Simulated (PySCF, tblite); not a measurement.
# C₅H₁₁BO₃Si: geometry, infrared bands and NMR shifts

What infrared bands and NMR shifts should C₅H₁₁BO₃Si (`COCB1OCOC=C1[SiH3]`) show?

Programs: tblite 0.8.0 and PySCF 2.14.0, with density-fitted response routines of our own. Each step states its level of theory. These are calculated values for one molecule in the gas phase, unless marked as measured. Atoms are numbered from 0 throughout.

### 1 The molecule as given

21 atoms, charge 0, multiplicity 1; geometry from: force field or distance geometry start.

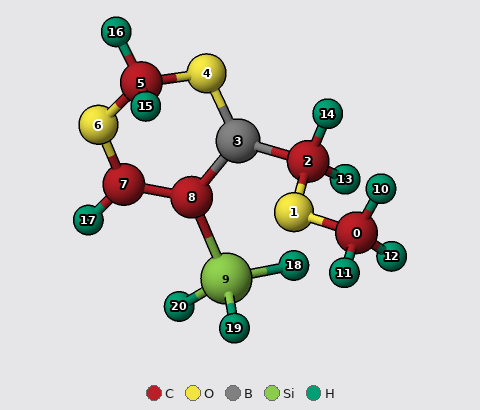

The starting geometry (carbon red, oxygen yellow, boron grey, silicon green, hydrogen teal), atoms numbered.

### 2 Geometry optimisation with GFN2-xTB

The job: settings as JSON, then the geometry in Å.

```
{"job": {"kind": "relax", "xc": "GFN2-xTB", "basis": "xTB"}, "charge": 0, "multiplicity": 1}
C      2.832500    -1.178600     0.323900
O      1.625900    -0.422500     0.363300
C      1.093300    -0.342100    -0.920900
B     -0.300600     0.451600    -0.858700
O     -0.437200     1.780900    -1.451700
C     -0.737200     2.701200    -0.428400
O     -1.941500     2.334400     0.252100
C     -2.202400     1.001700     0.610600
C     -1.441000     0.008300     0.127500
Si    -1.663100    -1.738100     0.688500
H      3.574500    -0.695400    -0.338900
H      3.250500    -1.223600     1.347900
H      2.623700    -2.219600     0.006500
H      0.886400    -1.347800    -1.352800
H      1.761100     0.234800    -1.598200
H      0.107500     2.778800     0.313700
H     -0.871000     3.710900    -0.869100
H     -3.035300     0.776200     1.273000
H     -1.347900    -2.644900    -0.421200
H     -0.737400    -2.000800     1.808900
H     -3.049900    -1.948800     1.123600
```

Started as:

```
OMP_NUM_THREADS=1 python probes_run.py task.json out
```

One launch serves the whole session: the jobs run in the order shown.

**Question.** This job is followed by: GFN2-xTB harmonic vibrations, gas phase; GIAO PBE0/pcSseg-1 NMR shielding, non-relativistic, gas phase. Predict these results of the whole session: strongest single infrared mode (GFN2-xTB); zero-point energy (GFN2-xTB); 13C shifts against TMS (PBE0/pcSseg-1); 1H shifts against TMS (PBE0/pcSseg-1, means over atoms taken as alike); 17O shifts against H2O (PBE0/pcSseg-1); 11B shifts against BF3·OEt2 (PBE0/pcSseg-1); 29Si shifts against TMS (PBE0/pcSseg-1).

The runs gave:

```
                                                              quantity                               value
                             strongest single infrared mode (GFN2-xTB)               2137 cm⁻¹, 404 km/mol
                                          zero-point energy (GFN2-xTB)                       96.7 kcal/mol
                                13C shifts against TMS (PBE0/pcSseg-1)  173.4, 106.1, 90.5, 69.0, 61.9 ppm
1H shifts against TMS (PBE0/pcSseg-1, means over atoms taken as alike)    7.26, 5.81, 4.18, 3.49, 3.34 ppm
                                17O shifts against H2O (PBE0/pcSseg-1)              178.0, 168.6, 13.7 ppm
                           11B shifts against BF3·OEt2 (PBE0/pcSseg-1)                            40.9 ppm
                               29Si shifts against TMS (PBE0/pcSseg-1)                           -79.0 ppm
```

What this shows: Relaxing lowered the energy by 1.066 eV in 162 steps; the close pair that moved most is B3–O4, from 1.462 to 1.353 Å. No mode is imaginary among the 57: a minimum at this level. The strongest single mode, at 2137 cm⁻¹, moves mainly H20. GFN2-xTB is a fitted tight-binding method: band positions and strengths are rough. Its intensities can rank the bands wrongly. C7 (alkene carbon bearing oxygen) lies farthest downfield among carbon, at 173.4 ppm; an sp2 carbon further deshielded by the attached heteroatom. H17 (hydrogen on an alkene carbon bearing oxygen) lies farthest downfield among hydrogen, at 7.26 ppm; olefinic region. At PBE0/pcSseg-1: The largest span, 295 ppm, is at O4, where the paramagnetic term is -227 ppm.
